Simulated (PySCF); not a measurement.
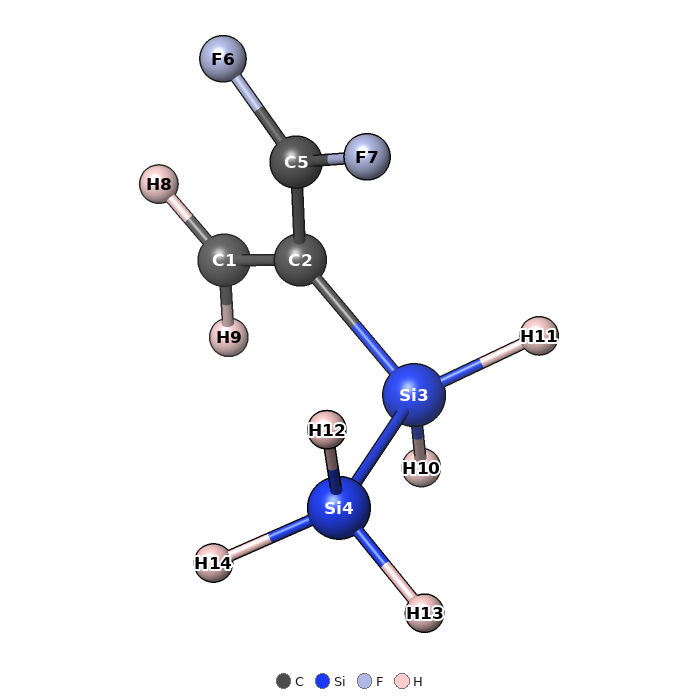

State: neutral, doublet. The computed structure is the end point of a GFN2-xTB optimisation. No frequency run is at hand to confirm it as a minimum. Method: UKS B3LYP, pcH-1 on C F H Si, non-relativistic (PySCF 2.14.0).

Give the isotropic hyperfine couplings (Fermi-contact term alone) of C1, C2, Si3, Si4, C5, F6, F7, H8, H9, H10, H11, H12, H13, H14.

| atom | isotope | a_iso (MHz) |
| --- | --- | --- |
| C1 | 13C | 57.1 |
| C2 | 13C | −48.6 |
| Si3 | 29Si | −6.0 |
| Si4 | 29Si | 7.0 |
| C5 | 13C | 69.9 |
| F6 | 19F | 84.6 |
| F7 | 19F | 90.4 |
| H8 | 1H | −43.0 |
| H9 | 1H | −44.9 |
| H10 | 1H | −1.5 |
| H11 | 1H | −7.5 |
| H12 | 1H | 0.6 |
| H13 | 1H | −1.6 |
| H14 | 1H | 0.4 |

The geometry is semi-empirical. Around Si such bond lengths and angles can be off by a tenth of an ångström or more and by several degrees, and values that hang on the shape move with them.
